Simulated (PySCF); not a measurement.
**B3N2H9 (SMILES B[NH+]1[BH2-][NH2+][BH2-]1) at 4 levels**

Wanted: a comparison of 4 runs (M06-2X/6-31+G*, B3LYP/def2-SVP, PBE0/def2-SVP, wB97X/def2-SVPD) of B3N2H9. Input form: a Python script.

The results are computed with PySCF 2.14.0.

## 1. The structure to begin with

B3N2H9: 14 atoms, total charge 0, spin state singlet. As SMILES, `B[NH+]1[BH2-][NH2+][BH2-]1`. The coordinates come from a GFN2-xTB relaxation.

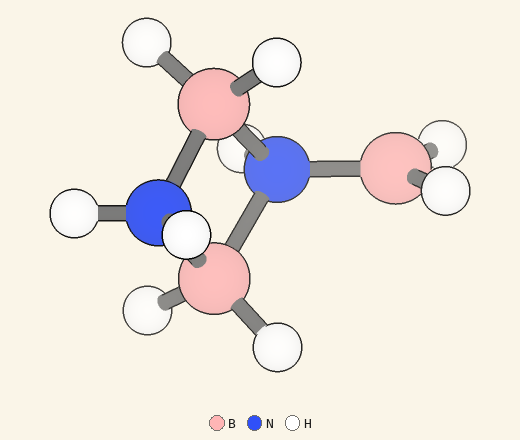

The structure, seen from a chosen angle (boron pink, nitrogen blue, hydrogen white).

## 2. Energy and forces at M06-2X/6-31+G(d) (spherical functions) (run 1)

job.py reads:

```python
import pyscf.grad
from pyscf import gto, dft

mol = gto.M(
    atom='''
B      1.060798    -3.248439    -1.341554
N      0.843555    -0.563214    -1.245405
B     -1.938292     0.696572    -0.869406
N     -1.232007     1.996741     1.718233
B      1.520171     0.906350     1.368974
H      0.115538    -4.449946     0.251655
H      2.172297    -4.227657    -2.992986
H      1.729402     0.306041    -2.697036
H     -3.547866    -0.842780    -0.644661
H     -2.297397     2.201871    -2.491585
H     -2.167686     1.294538     3.229013
H     -1.372357     3.901869     1.754705
H      3.013225     2.526753     0.948718
H      2.100620    -0.498680     3.011335
''',
    basis='6-31+g*',
    unit='bohr',
    max_memory=1860,
    verbose=3,
    spin=0,
)

myscf = dft.RKS(mol)
myscf.xc = 'm06-2x'
myscf.conv_tol = 1e-10
myscf.grids.level = 5
myscf.kernel()
if not myscf.converged:
    myscf = myscf.newton().run(myscf.mo_coeff, myscf.mo_occ)

energy = myscf.e_tot
print('E(%s) = %.9f' % ('M06-2X', energy))
grad = myscf.Gradients().kernel()
myscf.analyze()
```

Command:

```console
$ OMP_NUM_THREADS=1 python job.py
```

What it wrote:

```text
converged SCF energy = -189.468733477571
[... 22 lines left out ...]
MO #13  energy= -0.472400199757262 occ= 2
[... 18 lines left out ...]
MO #32  energy= 0.118875165211489  occ= 0
[... 18 lines left out ...]
MO #51  energy= 0.370491851645417  occ= 0
[... 18 lines left out ...]
MO #70  energy= 1.01643181440277   occ= 0
[... 18 lines left out ...]
MO #89  energy= 1.72732093420222   occ= 0
[... 18 lines left out ...]
MO #108 energy= 2.75587855752978   occ= 0
[... 15 lines left out ...]
Dipole moment(X, Y, Z, Debye): -0.38655,  1.18644,  0.47286
```

Run time: 2 min. Hardware: 1 thread of Intel Xeon at 2.70GHz, shared host; peak memory 1.1 GiB.

## 3. Energy and gradient at B3LYP/def2-SVP (run 2)

input.py reads:

```python
from pyscf import gto, dft

mol = gto.M(
    atom='''
B      1.060798    -3.248439    -1.341554
N      0.843555    -0.563214    -1.245405
B     -1.938292     0.696572    -0.869406
N     -1.232007     1.996741     1.718233
B      1.520171     0.906350     1.368974
H      0.115538    -4.449946     0.251655
H      2.172297    -4.227657    -2.992986
H      1.729402     0.306041    -2.697036
H     -3.547866    -0.842780    -0.644661
H     -2.297397     2.201871    -2.491585
H     -2.167686     1.294538     3.229013
H     -1.372357     3.901869     1.754705
H      3.013225     2.526753     0.948718
H      2.100620    -0.498680     3.011335
''',
    spin=0,
    verbose=3,
    unit='bohr',
    max_memory=1860,
    basis='def2-svp',
)

mf = dft.RKS(mol, xc='b3lyp')
mf.grids.level = 5
mf.conv_tol = 1e-10
mf.kernel()
if not mf.converged:
    mf = mf.newton().run(mf.mo_coeff, mf.mo_occ)

etot = mf.e_tot
print('E = %.10f Eh' % etot)
grad = mf.nuc_grad_method().kernel()
mf.analyze()
```

Command:

```console
$ OMP_NUM_THREADS=1 python input.py
```

What it wrote:

```text
converged SCF energy = -189.426655593618
[... 24 lines left out ...]
MO #15  energy= -0.386131480440326 occ= 2
[... 19 lines left out ...]
MO #35  energy= 0.253736020327397  occ= 0
[... 19 lines left out ...]
MO #55  energy= 0.746323661753112  occ= 0
[... 19 lines left out ...]
MO #75  energy= 1.44497698881139   occ= 0
[... 19 lines left out ...]
MO #95  energy= 2.1647101214502    occ= 0
[... 19 lines left out ...]
MO #115 energy= 3.36535124988403   occ= 0
[... 15 lines left out ...]
Dipole moment(X, Y, Z, Debye): -0.42794,  1.31621,  0.52522
```

Run time: 62 s. Hardware: 1 thread of Intel Xeon at 2.70GHz, shared host; peak memory 1.2 GiB.

## 4. Energy and forces at PBE0/def2-SVP (run 3)

mol.xyz reads:

```xyz
14

B      0.561350    -1.719000    -0.709920
N      0.446390    -0.298040    -0.659040
B     -1.025700     0.368610    -0.460070
N     -0.651950     1.056630     0.909250
B      0.804440     0.479620     0.724430
H      0.061140    -2.354810     0.133170
H      1.149530    -2.237180    -1.583820
H      0.915160     0.161950    -1.427210
H     -1.877450    -0.445980    -0.341140
H     -1.215730     1.165180    -1.318490
H     -1.147090     0.685040     1.708720
H     -0.726220     2.064780     0.928550
H      1.594530     1.337100     0.502040
H      1.111600    -0.263890     1.593530
```

input.py reads:

```python
import pyscf.grad
from pyscf import gto, dft

system = gto.M(
    atom='mol.xyz',
    basis='def2-svp',
    charge=0,
    verbose=4,
    max_memory=1860,
)

mf = dft.RKS(system)
mf.xc = 'pbe0'
mf.conv_tol = 1e-10
mf.grids.level = 5
mf.kernel()
if not mf.converged:
    mf = mf.newton().run(mf.mo_coeff, mf.mo_occ)

energy = mf.e_tot
print('Final energy', energy)
grad = mf.Gradients().kernel()
dip = mf.dip_moment()
pop, q = mf.mulliken_pop()
```

Command:

```console
$ OMP_NUM_THREADS=1 python input.py
```

What it wrote:

```text
PySCF version 2.14.0

[... 81 lines left out ...]
converged SCF energy = -189.170195584562
Final energy -189.17019558456187
[... 12 lines left out ...]
Dipole moment(X, Y, Z, Debye): -0.42454,  1.30911,  0.52070
[... 130 lines left out ...]
charge of   13H =     -0.05258
```

Run time: 72 s. Hardware: 1 thread of Intel Xeon at 2.70GHz, shared host; peak memory 1.2 GiB.

## 5. Energy and forces at wB97X/def2-SVPD (run 4)

job.py reads:

```python
from pyscf import gto, dft

mol = gto.M(
    atom=[
    ('B', (0.561350, -1.719000, -0.709920)),
    ('N', (0.446390, -0.298040, -0.659040)),
    ('B', (-1.025700, 0.368610, -0.460070)),
    ('N', (-0.651950, 1.056630, 0.909250)),
    ('B', (0.804440, 0.479620, 0.724430)),
    ('H', (0.061140, -2.354810, 0.133170)),
    ('H', (1.149530, -2.237180, -1.583820)),
    ('H', (0.915160, 0.161950, -1.427210)),
    ('H', (-1.877450, -0.445980, -0.341140)),
    ('H', (-1.215730, 1.165180, -1.318490)),
    ('H', (-1.147090, 0.685040, 1.708720)),
    ('H', (-0.726220, 2.064780, 0.928550)),
    ('H', (1.594530, 1.337100, 0.502040)),
    ('H', (1.111600, -0.263890, 1.593530)),
],
    basis='def2-svpd',
    verbose=4,
    max_memory=1860,
)

mf = dft.RKS(mol, xc='wb97x')
mf.grids.level = 5
mf.conv_tol = 1e-10
mf.kernel()
if not mf.converged:
    mf = mf.newton().run(mf.mo_coeff, mf.mo_occ)

e_tot = mf.e_tot
print(f'total energy: {e_tot:.8f} hartree')
grad = mf.nuc_grad_method().kernel()
mf.analyze()
```

Command:

```console
$ OMP_NUM_THREADS=1 python job.py
```

What it wrote:

```text
PySCF version 2.14.0

[... 122 lines left out ...]
MO #17  energy= -0.421273616615625 occ= 2
[... 30 lines left out ...]
MO #48  energy= 0.349372418702993  occ= 0
[... 30 lines left out ...]
MO #79  energy= 0.608309542403226  occ= 0
[... 30 lines left out ...]
MO #110 energy= 1.20396750566296   occ= 0
[... 30 lines left out ...]
MO #141 energy= 2.11310856489032   occ= 0
[... 30 lines left out ...]
MO #172 energy= 3.63829226696168   occ= 0
[... 189 lines left out ...]
Dipole moment(X, Y, Z, Debye): -0.37498,  1.14611,  0.45897
```

It took 4.7 min on 1 thread of Intel Xeon at 2.70GHz, shared host; peak memory 2.3 GiB.

## 6. Overview of the runs

| run | level | energy (Eh) | dipole moment (D) | HOMO energy (eV) | LUMO energy (eV) | wall time |
| --- | --- | --- | --- | --- | --- | --- |
| 1 | M06-2X/6-31+G* (spherical functions) | -189.468733 | 1.33 | -9.59 | -0.25 | 2 min |
| 2 | B3LYP/def2-SVP | -189.426656 | 1.48 | -8.05 | -1.08 | 62 s |
| 3 | PBE0/def2-SVP | -189.170196 | 1.47 | -8.29 | -0.88 | 72 s |
| 4 | wB97X/def2-SVPD | -189.374927 | 1.29 | -10.81 | 1.19 | 4.7 min |

## 7. Summary of results

| quantity | value |
| --- | --- |
| run 4: total energy | -189.37493 Eh |
| run 4: dipole moment | 1.29 D |
| run 4: HOMO energy | -10.81 eV |
| run 4: LUMO energy | 1.19 eV |
| run 4: HOMO–LUMO gap | 12.00 eV |
| run 4: largest force on an atom | 0.935 eV/Å |

What this shows: The dipole moment (its size) runs from 1.29 D (wB97X/def2-SVPD) to 1.48 D (B3LYP/def2-SVP). The two ends differ in method and basis. The HOMO–LUMO gap runs from 6.97 eV (B3LYP/def2-SVP) to 12.00 eV (wB97X/def2-SVPD). Totals of different functionals can't be ranked against each other. All runs together took 8.9 min, the longest 4.7 min.
